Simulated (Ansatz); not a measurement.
**C2H5Al: density, localisation and related maps**

Input file:

```
crystal:
  periodic: [false, false, false]
  atoms:
    - {symbol: Al, position_ang: [-0.798952, -0.590320, -0.442178]}
    - {symbol: H, position_ang: [-0.465045, -1.000557, 1.109811]}
    - {symbol: H, position_ang: [-0.253737, -1.656502, -1.483240]}
    - {symbol: H, position_ang: [-2.148593, 0.232616, -0.575414]}
    - {symbol: C, position_ang: [0.741407, 0.879962, -0.280487]}
    - {symbol: C, position_ang: [0.792853, 0.387803, 0.849546]}
    - {symbol: H, position_ang: [1.061040, 1.566279, -1.038337]}
    - {symbol: H, position_ang: [1.071026, 0.180820, 1.860398]}
basis:
  gaussian: {orbitals: def2-TZVPP}
hamiltonian: {xc: pbe0, dispersion: d4}
output: {orbitals: {seedname: orbitals}}
```

Launched as:

```sh
ansatz run in.yaml --threads 2 --pin off --events-out ev --progress --plain --max-ram 4352MiB
```

A transition-state structure; geometry: PBE0-D4/def2-TZVP.

Computed with RKS PBE0-D4/def2-TZVPP (Ansatz).

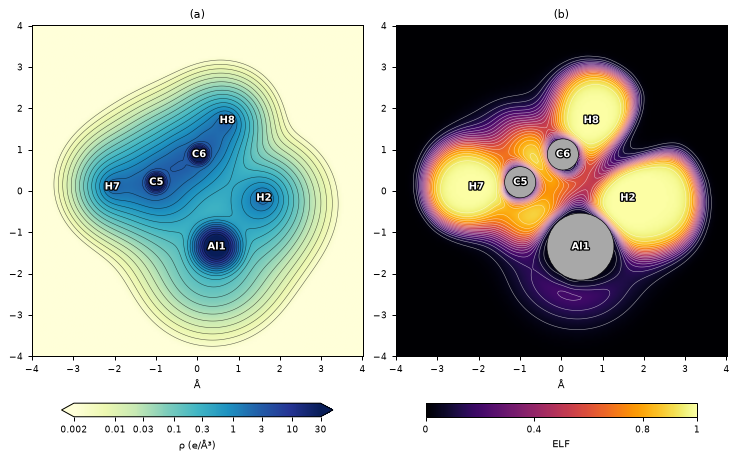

Figure 1. (a) electron density; (b) ELF on the plane of atoms Al1, C5 and C6. Grey discs cover the atomic cores in the ELF map.

Question: Read the bonding off the picture.

Answer:
- The plane passes through Al, H and C nuclei.
- C–C (1.23 Å): the density is about 2.8 e/Å³ at the midpoint; the ELF peaks at about 0.85 between the atoms (a short, multiple covalent bond).
- C–Al (2.14 Å): the density is about 0.43 e/Å³ at the midpoint; the ELF peaks at about 0.85 in the valence shell of C, 0.8 Å from its nucleus, and is about 0.70 at the midpoint.
- C–H (1.07 Å): the density is about 2.2 e/Å³ at the midpoint; the ELF climbs to about 1 towards the hydrogen, as it does in any bond to H (a covalent bond by its length).
- C–Al (2.27 Å): ρ is about 0.35 e/Å³ halfway, with its minimum of 0.28 e/Å³ about 1.4 Å from C; the ELF peaks at about 0.65 in the valence shell of C, 0.8 Å from its nucleus, and is about 0.40 at the midpoint.

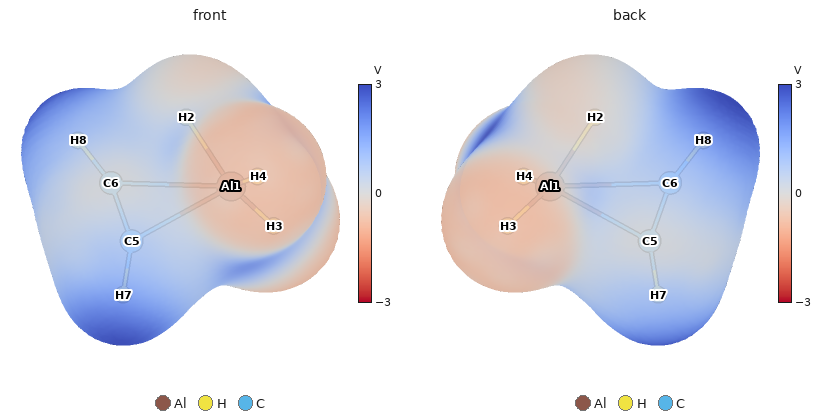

Figure 2. The electrostatic potential painted on the density surface at 0.004 e/bohr³, seen from the front and from behind; the colour scale runs from red (negative) to blue (positive).

Question: Describe the electrostatic potential map.

Answer: The most negative region (about −0.8 V) lies over H3 and H4, the most positive (about +2.9 V) over H7 and H8.

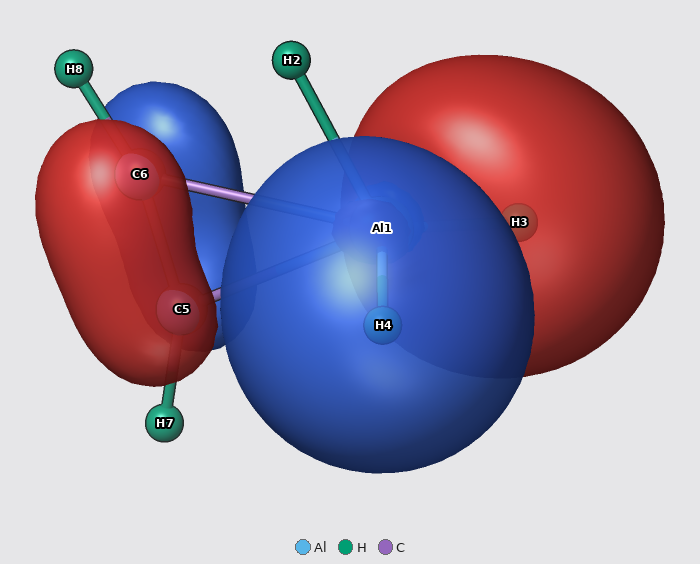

Figure 3. One frontier orbital at ±0.08 Å⁻³ᐟ² (red and blue are the two phases), seen at a tilt.

Question: Which orbital is it: HOMO or LUMO?

Answer: The HOMO, at −7.84 eV. Its weight (Hirshfeld) is mainly on Al1 (about 30 %), H3 (about 30 %) and H4 (about 30 %).

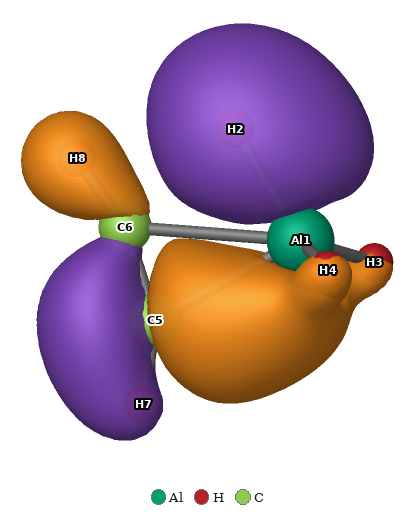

Figure 4. The HOMO−1 at ±0.08 Å⁻³ᐟ² (orange and purple are the two phases), seen at a tilt.

Question: What is the character of this orbital?

Answer: It lies mainly on H2 (about 35 %), Al1 (about 25 %), C5 (about 25 %) and C6 (about 10 %). Its energy is −7.94 eV.
